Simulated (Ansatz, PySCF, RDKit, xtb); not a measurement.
# Isomers of InHSeCl2, a sample narrowed down, part 2 of 2

A sample of isomers of InHSeCl2 is drawn. Aim: find which of them has the lowest free energy at 298.15 K, then its properties. The sample is small against all isomers, and the most stable one of this formula need not be in it. One structure proposed beforehand is put among the starts (marked given), to see whether the search confirms or beats it.

xtb, Ansatz and PySCF; isolated molecules. The steps go on from the part before.

**12. Free energies and the winner**

Energies in kcal/mol from c636a; G adds the thermal terms to the CCSD(T)/def2-SVP + MP2/def2-TZVPP - MP2/def2-SVP energy. The columns left of the relaxed level are at the tight-binding geometries.

```csv
label,SMILES,spin,r2SCAN-D4/def2-SVP,PBE0-D4/def2-SVP,HF/def2-SVP,MP2/def2-SVP,CCSD(T)/def2-SVP + MP2/def2-TZVPP - MP2/def2-SVP,G,share at equilibrium,T1
c636a,[Cl][In]([Cl])[SeH],singlet,0.0,0.0,0.0,0.0,0.0,0.0,100.0 %,0.010
c735a,[Cl][InH]1[Cl][Se]1 ‡,singlet,46.9,45.0,51.0,50.8,44.8,43.3,< 0.1 %,0.010
c636at,[Cl][In]([Cl])[SeH],triplet,87.7,47.2,44.0,57.4,55.9,54.1,< 0.1 %,0.017
```

‡ marks the bonded skeleton alone, with all bonds drawn single: no Lewis structure was assigned that passes a check against the bond lengths.

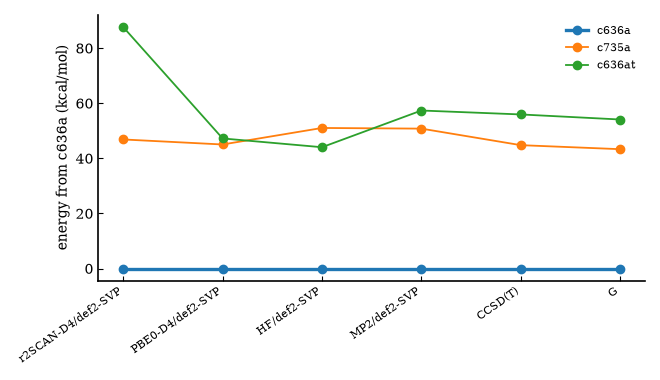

The finalists at each level, measured from c636a.

Lowest found: c636a, `[Cl][In]([Cl])[SeH]`, a singlet of point group Cs. Bond lengths: Cl1–In3 2.336 Å, Cl2–In3 2.332 Å, In3–Se4 2.487 Å, Se4–H5 1.473 Å. Angles: Cl1–In3–Cl2 116.5°, Cl1–In3–Se4 121.4°, Cl2–In3–Se4 122.1°, In3–Se4–H5 90.0°.

```xyz
5

Cl   -0.7098   -0.9684    2.0915
Cl    1.9621   -2.0109   -0.6529
In    0.3329   -0.4988    0.0540
Se   -0.2733    1.5114   -1.2786
H    -1.2620    1.8930   -0.2554
```

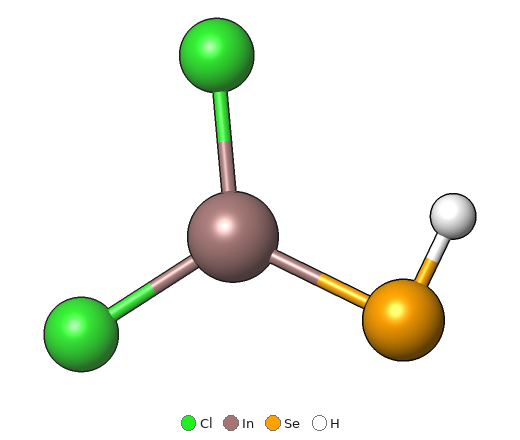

The lowest structure found, seen from a chosen angle (chlorine green, indium brown, selenium orange, hydrogen white).

**13. Density, orbitals and dipole (PBE0/def2-TZVPD)**

Contents of input.yaml:

```yaml
basis:
  gaussian:
    orbitals: def2-TZVPD
crystal:
  periodic: [false, false, false]
  atoms:
    - {symbol: Cl, position_ang: [-0.709805, -0.968379, 2.091485]}
    - {symbol: Cl, position_ang: [1.962140, -2.010911, -0.652888]}
    - {symbol: In, position_ang: [0.332898, -0.498840, 0.054038]}
    - {symbol: Se, position_ang: [-0.273312, 1.511408, -1.278612]}
    - {symbol: H, position_ang: [-1.262023, 1.893021, -0.255423]}
output: {forces: true, orbitals: {seedname: orbitals}}
total_charge: 0
hamiltonian:
  xc: {name: PBE0}
```

Started as:

```
ansatz run input.yaml --threads 2 --pin off --max-ram 5220MiB --events-out events.jsonl --progress --plain --runs-dir runs
```

What it wrote, cut to the lines that bear on the results:

```text
Warning: RAYON_NUM_THREADS=2 ignored (pool sized by the plan → 2); use --threads N
Functional definition: PBE0
  name "PBE0"
[...]
1633 factors; their error is unknown
[...]
mean field -95574.04368807 eV, -3512.2813231230 hartree, gradient 6.7e-5 eV, S^2 0.000000; 0 other end points of the search recorded, 0 dependent functions left out
[...]
reference -95574.04374313 eV, -3512.2813251463 hartree; 45, 45 occupied and 169, 169 virtual orbitals, 1633 factors
Total energy: -95574.04374313 eV, -3512.2813251463 hartree
Atom 0 at    -0.709805    -0.968379     2.091485 Å, force     0.147972     0.054789    -0.276058 eV/Å
Atom 1 at     1.962140    -2.010911    -0.652888 Å, force    -0.229479     0.211551     0.100774 eV/Å
Atom 2 at     0.332898    -0.498840     0.054038 Å, force     0.040114    -0.145942     0.103051 eV/Å
Atom 3 at    -0.273312     1.511408    -1.278612 Å, force     0.004447    -0.105945     0.110776 eV/Å
Atom 4 at    -1.262023     1.893021    -0.255423 Å, force     0.036945    -0.014454    -0.038544 eV/Å
Dipole moment:    -0.170535     0.380089    -0.170514 e Å
```

Run time: 17 s. Hardware: 2 threads of Intel Xeon Platinum 8259CL at 2.50GHz (Skylake/Cascade Lake), shared host; peak memory 0.83 GiB.

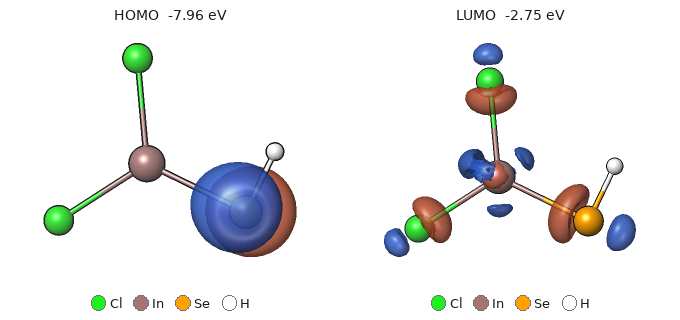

Frontier orbitals of this run, surfaces at ±0.2 Å^-3/2.

**14. Frequencies after a tight-binding relaxation (GFN2-xTB)**

Contents of start.xyz:

```xyz
5
c636a
Cl    -0.709805    -0.968379     2.091485
Cl     1.962140    -2.010911    -0.652888
In     0.332898    -0.498840     0.054038
Se    -0.273312     1.511408    -1.278612
H     -1.262023     1.893021    -0.255423
```

Started as:

```
xtb start.xyz --gfn 2 --ohess tight
```

What it wrote, cut to the lines that bear on the results:

```text
* xtb version 6.7.1
[...]
          :  # basis functions                  41          :
[...]
          :  # electrons                        24          :
[...]
          :  Hamiltonian                  GFN2-xTB          :
[...]
          :  net charge                          0          :
          :  unpaired electrons                  0          :
[...]
   *** convergence criteria satisfied after 13 iterations ***
[...]
   *** GEOMETRY OPTIMIZATION CONVERGED AFTER 6 ITERATIONS ***
[...]
   *** convergence criteria satisfied after 3 iterations ***
[...]
         ::                     SUMMARY                     ::
         :::::::::::::::::::::::::::::::::::::::::::::::::::::
         :: total energy             -14.144922943873 Eh    ::
         :: gradient norm              0.000514600896 Eh/a0 ::
         :: HOMO-LUMO gap              2.427315823483 eV    ::
         ::.................................................::
         :: SCC energy               -14.159652080689 Eh    ::
         :: -> isotropic ES            0.016243403885 Eh    ::
         :: -> anisotropic ES         -0.001215374803 Eh    ::
         :: -> anisotropic XC         -0.000091206726 Eh    ::
         :: -> dispersion             -0.004457407900 Eh    ::
         :: repulsion energy           0.014729136816 Eh    ::
         :: add. restraining           0.000000000000 Eh    ::
         :: total charge              -0.000000000000 e     ::
         :::::::::::::::::::::::::::::::::::::::::::::::::::::
[...]
        12        2.0000           -0.4129786             -11.2377 (HOMO)
        13                         -0.3237763              -8.8104 (LUMO)
[...]
     #   Z          covCN         q      C6AA      α(0)
     1  17 Cl       0.787    -0.147   103.607    15.571
     2  17 Cl       0.787    -0.128   103.009    15.526
     3  49 In       2.434     0.184   284.027    32.544
     4  34 Se       1.784    -0.081   238.349    26.903
     5   1 H        0.925     0.172     1.255     1.752
[...]
          | TOTAL ENERGY              -14.144922943902 Eh   |
          | TOTAL ENTHALPY            -14.128033483410 Eh   |
          | TOTAL FREE ENERGY         -14.171975066912 Eh   |
          | GRADIENT NORM               0.000514179004 Eh/α |
[...]
```

It took 0.24 s on 2 threads of Intel Xeon Platinum 8259CL at 2.50GHz (Skylake/Cascade Lake), shared host.

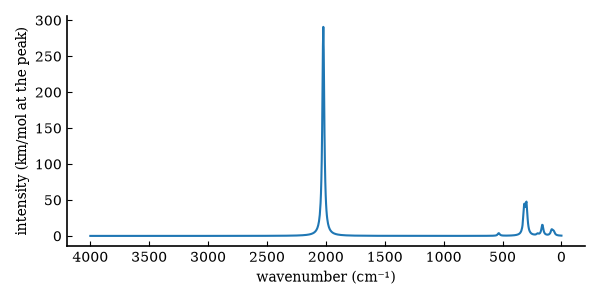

Harmonic infrared spectrum, unscaled, lines broadened by 10 cm⁻¹.

**15. Electronic excitations (TD-CAM-B3LYP/def2-SVPD)**

An in-house driver calls PySCF's response routines at TD-CAM-B3LYP/def2-SVPD; it has no typed input.

What it wrote:

```text
coarse grid: 30528 points
cycle   1  E = -3511.3082761408  dE = -2.116e+01  |g| = 2.028e+00  |ddm| = 1.322e+01
cycle   2  E = -3511.0050128224  dE =  3.033e-01  |g| = 2.566e+00  |ddm| = 6.710e+00
cycle   3  E = -3512.3776269571  dE = -1.373e+00  |g| = 1.268e-01  |ddm| = 2.503e+00
cycle   4  E = -3512.3832440894  dE = -5.617e-03  |g| = 6.026e-02  |ddm| = 3.143e-01
cycle   5  E = -3512.3845547395  dE = -1.311e-03  |g| = 1.486e-02  |ddm| = 1.151e-01
cycle   6  E = -3512.3846153599  dE = -6.062e-05  |g| = 5.704e-03  |ddm| = 2.533e-02
cycle   7  E = -3512.3846263896  dE = -1.103e-05  |g| = 7.322e-04  |ddm| = 9.579e-03
cycle   8  E = -3512.3846270261  dE = -6.366e-07  |g| = 3.002e-04  |ddm| = 2.922e-03
final grid: 55984 points
cycle   9  E = -3512.3844735705  dE = -1.125e-07  |g| = 2.535e-04  |ddm| = 1.340e-03
cycle  10  E = -3512.3844735795  dE = -9.071e-09  |g| = 2.455e-04  |ddm| = 7.351e-04
cycle  11  E = -3512.3844735904  dE = -1.087e-08  |g| = 2.292e-05  |ddm| = 2.901e-04
cycle  12  E = -3512.3844735910  dE = -5.707e-10  |g| = 1.039e-05  |ddm| = 7.232e-05
converged SCF energy = -3512.3844735910

Static polarisability (au): isotropic 94.198, principal 67.909 98.276 116.408

Singlet excitations
state   eV       nm        f      main configurations
  1   4.0137    308.9   0.00900   H->L 0.97
  2   5.1608    240.2   0.03142   H-1->L 0.51, H->L+1 0.46
  3   5.3909    230.0   0.02020   H-2->L 0.94
  4   5.4430    227.8   0.00004   H-3->L 0.96
  5   5.6819    218.2   0.13989   H-5->L 0.36, H->L+1 0.34, H-1->L 0.25
  6   5.7529    215.5   0.00533   H->L+2 0.80
  7   5.8664    211.3   0.03761   H-4->L 0.89
  8   6.1201    202.6   0.00436   H-1->L+1 0.96

Triplet excitations (Tamm-Dancoff, eV): 3.6371 4.4742 4.9205
```

It took 21 s on 2 threads of Intel Xeon Platinum 8259CL at 2.50GHz (Skylake/Cascade Lake), shared host; peak memory 0.56 GiB.

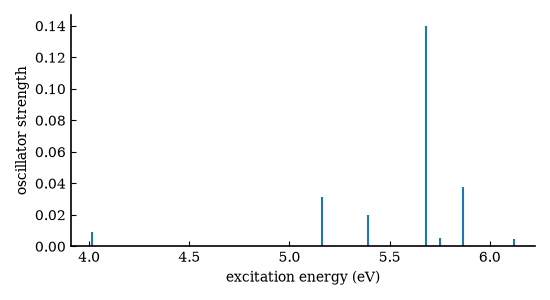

Vertical excitations as sticks.

The roots found:

```csv
excited state,energy (eV),strength
1,4.014,0.0090
2,5.161,0.0314
3,5.391,0.0202
4,5.443,0.0000
5,5.682,0.1399
6,5.753,0.0053
7,5.866,0.0376
8,6.120,0.0044
```

**16. The cation at the same geometry (PBE0/def2-TZVPD)**

Changes to input.yaml since step 13:

```diff
@@ -1,4 +1 @@
-basis:
-  gaussian:
-    orbitals: def2-TZVPD
 crystal:
@@ -11,5 +8,6 @@
     - {symbol: H, position_ang: [-1.262023, 1.893021, -0.255423]}
-output: {forces: true, orbitals: {seedname: orbitals}}
-total_charge: 0
-hamiltonian:
-  xc: {name: PBE0}
+basis:
+  gaussian: {orbitals: def2-TZVPD}
+total_charge: 1
+magnetization: {spin_polarized: true, initial_magnetization: 1}
+hamiltonian: {xc: pbe0}
```

Started as:

```
ansatz run input.yaml --threads 2 --pin off --max-ram 5220MiB --events-out events.jsonl --progress --plain --runs-dir runs
```

What it wrote:

```text
Warning: RAYON_NUM_THREADS=2 ignored (pool sized by the plan → 2); use --threads N
Functional definition: PBE0
  name "PBE0"
  parameter a = 0.25
  parameter kappa = 0.804
  parameter beta = 0.06672455060314922
  exchange = (1 - a)*pbe_x(kappa = kappa, mu = beta*pi^2/3) + a*exact_x
  correlation = pbe_c(beta = beta)
1633 factors; their error is unknown
mean field evaluation 1: about -95558.9560 eV, gradient 2.9e1 eV
mean field evaluation 2: about -95537.0507 eV, gradient 6.5e1 eV
mean field evaluation 4: about -95563.6851 eV, gradient 2.7e0 eV
mean field evaluation 8: about -95563.7134 eV, gradient 2.1e-1 eV
mean field evaluation 16: about -95564.0930 eV, gradient 8.8e-4 eV
mean field evaluation 32: about -95564.0697 eV, gradient 1.4e0 eV
mean field -95564.09301625 eV, -3511.9156426784 hartree, gradient 1.3e-5 eV, S^2 0.755136; 9 other end points of the search recorded, 0 dependent functions left out
reference -95564.09306546 eV, -3511.9156444870 hartree; 45, 44 occupied and 169, 170 virtual orbitals, 1633 factors
Total energy: -95564.09306546 eV, -3511.9156444870 hartree
```

Run time: 78 s. Hardware: 2 threads of Intel Xeon Platinum 8259CL at 2.50GHz (Skylake/Cascade Lake), shared host; peak memory 1.2 GiB.

Difference from the parent: 9.95 eV.

**17. The anion at the same geometry (PBE0/def2-TZVPD)**

Changes to input.yaml since step 16:

```diff
@@ -10,4 +10,5 @@
   gaussian: {orbitals: def2-TZVPD}
-total_charge: 1
+total_charge: -1
 magnetization: {spin_polarized: true, initial_magnetization: 1}
-hamiltonian: {xc: pbe0}
+hamiltonian: {xc: {name: PBE0}}
+scf: {lower_state_search: off}
```

Started as:

```
ansatz run input.yaml --threads 2 --pin off --max-ram 5220MiB --events-out events.jsonl --progress --plain --runs-dir runs
```

What it wrote, cut to the lines that bear on the results:

```text
Warning: RAYON_NUM_THREADS=2 ignored (pool sized by the plan → 2); use --threads N
Functional definition: PBE0
  name "PBE0"
[...]
1633 factors; their error is unknown
[...]
mean field -95575.20590790 eV, -3512.3240339141 hartree, gradient 1.8e-6 eV, S^2 0.752590; 0 other end points of the search recorded, 0 dependent functions left out
reference -95575.20594792 eV, -3512.3240353848 hartree; 46, 45 occupied and 168, 169 virtual orbitals, 1633 factors
Total energy: -95575.20594792 eV, -3512.3240353848 hartree
Checks for a lower state left out: stability, starts, cluster_reference, orbital_swaps, neighbouring_geometries, increment
```

Run time: 17 s. Hardware: 2 threads of Intel Xeon Platinum 8259CL at 2.50GHz (Skylake/Cascade Lake), shared host; peak memory 0.93 GiB.

Parent less the species with the added electron: 1.16 eV.

**18. The triplet at the same geometry (PBE0/def2-TZVPD)**

Changes to input.yaml since step 17:

```diff
@@ -9,6 +9,8 @@
 basis:
-  gaussian: {orbitals: def2-TZVPD}
-total_charge: -1
-magnetization: {spin_polarized: true, initial_magnetization: 1}
-hamiltonian: {xc: {name: PBE0}}
-scf: {lower_state_search: off}
+  gaussian:
+    orbitals: def2-TZVPD
+magnetization:
+  spin_polarized: true
+  initial_magnetization: 2
+hamiltonian:
+  xc: {name: PBE0}
```

Started as:

```
ansatz run input.yaml --threads 2 --pin off --max-ram 5220MiB --events-out events.jsonl --progress --plain --runs-dir runs
```

What it wrote:

```text
Warning: RAYON_NUM_THREADS=2 ignored (pool sized by the plan → 2); use --threads N
Functional definition: PBE0
  name "PBE0"
  parameter a = 0.25
  parameter kappa = 0.804
  parameter beta = 0.06672455060314922
  exchange = (1 - a)*pbe_x(kappa = kappa, mu = beta*pi^2/3) + a*exact_x
  correlation = pbe_c(beta = beta)
1633 factors; their error is unknown
mean field evaluation 1: about -95567.4064 eV, gradient 2.0e1 eV
mean field evaluation 2: about -95555.1332 eV, gradient 4.7e1 eV
mean field evaluation 4: about -95569.7925 eV, gradient 2.6e0 eV
mean field evaluation 8: about -95569.8431 eV, gradient 1.5e-1 eV
mean field evaluation 16: about -95570.2258 eV, gradient 5.0e-4 eV
mean field evaluation 32: about -95570.1127 eV, gradient 7.8e-1 eV
mean field -95570.22580479 eV, -3512.1410185004 hartree, gradient 1.8e-5 eV, S^2 2.005977; 9 other end points of the search recorded, 0 dependent functions left out
reference -95570.22586718 eV, -3512.1410207932 hartree; 46, 44 occupied and 168, 170 virtual orbitals, 1633 factors
Total energy: -95570.22586718 eV, -3512.1410207932 hartree
```

Wall time 86 s (2 threads of Intel Xeon Platinum 8259CL at 2.50GHz (Skylake/Cascade Lake), shared host); peak memory 1.3 GiB.

It lies 3.82 eV above the singlet.

**19. What came out**

What follows sums up all 2 parts.

| quantity | value |
| --- | --- |
| lowest structure found | [Cl][In]([Cl])[SeH], singlet, Cs |
| next finalist | [Cl][InH]1[Cl][Se]1 ‡, singlet, 43.3 kcal/mol higher in G |
| share at equilibrium, among the finalists | 100.0 % |
| funnel | 5 starts, 2 minima at GFN2-xTB, 4 screening runs, 3 relaxed, 3 ranked |
| CPU time of all runs | 41 min |
| harmonic wavenumbers, lowest and highest (PBE0-D4/def2-SVP) | 64 and 2451 cm⁻¹ |
| rotational constants, same geometry | 0.0599, 0.03039, 0.02016 cm⁻¹ |
| dipole moment (PBE0/def2-TZVPD) | 2.16 D |
| HOMO energy (PBE0/def2-TZVPD) | -7.96 eV |
| LUMO energy (PBE0/def2-TZVPD) | -2.75 eV |
| HOMO–LUMO gap (PBE0/def2-TZVPD) | 5.21 eV |
| lowest excitation (TD-CAM-B3LYP/def2-SVPD) | 4.01 eV (f = 0.009) |
| strongest of the states computed, same level | 5.68 eV (f = 0.140) |
| lowest triplet excitation, same level, Tamm-Dancoff | 3.64 eV |
| vertical ionisation energy | 9.95 eV |
| vertical electron affinity | 1.16 eV |
| vertical triplet less singlet | +3.82 eV |

In words: `[Cl][In]([Cl])[SeH]` comes out lowest. Among the finalists first place is clear (43.3 kcal/mol); structures outside the list aren't covered. r2SCAN-D4/def2-SVP, PBE0-D4/def2-SVP, HF/def2-SVP and MP2/def2-SVP already put its bonding pattern lowest among the structures in one piece. The largest share of the time went into the vibrations (35 %). Spin-orbit coupling, which matters for elements this heavy, is left out. The structure proposed beforehand is the winner. The search is not exhaustive (a finite list of starts, one conformer a finalist), so a lower isomer can't be ruled out. Only 2 drawn patterns were tried, so whole families of isomers are missing, and the result ranks this sample alone. The lowest isomer need not be the one that is made and kept in a bottle, which depends on barriers.

‡ marks the bonded skeleton alone, with all bonds drawn single: no Lewis structure was assigned that passes a check against the bond lengths.
